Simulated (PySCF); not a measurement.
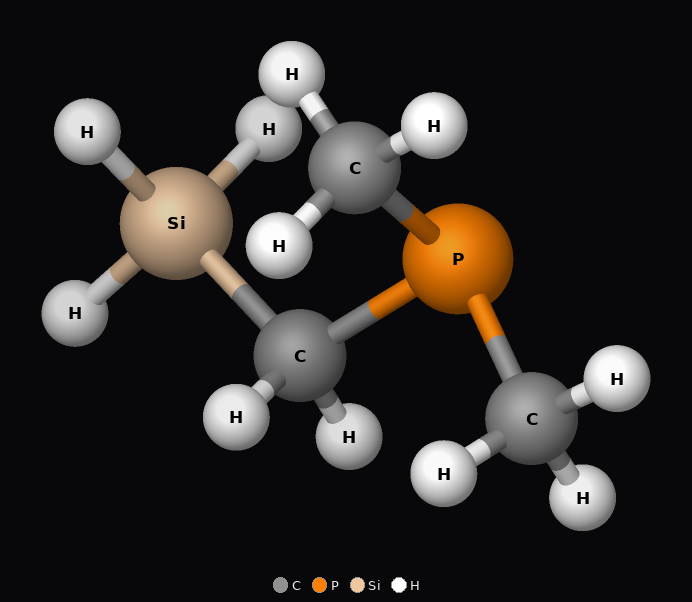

Computed geometry: GFN2-xTB optimisation. No frequency run is at hand to confirm it as a minimum. Level of theory: B3LYP/def2-SVPD, gas phase (PySCF 2.14.0). Excitations: vertical, linear response.

Predict the main results.

The species is C3H11PSi (`CP(C)C[SiH3]`).
- dipole moment: 1.37 D
- HOMO energy (Kohn–Sham orbital): −6.34 eV
- LUMO energy (Kohn–Sham orbital): 0.25 eV
- HOMO–LUMO gap: 6.59 eV
- mean static polarisability: 92.9 bohr³
- lowest vertical singlet excitation: 5.83 eV
- its oscillator strength: 0.012
- brightest of the 8 lowest singlets: 7.09 eV
- its oscillator strength: 0.12

The geometry is semi-empirical. Around P, Si such bond lengths and angles can be off by a tenth of an ångström or more and by several degrees, and values that hang on the shape move with them.
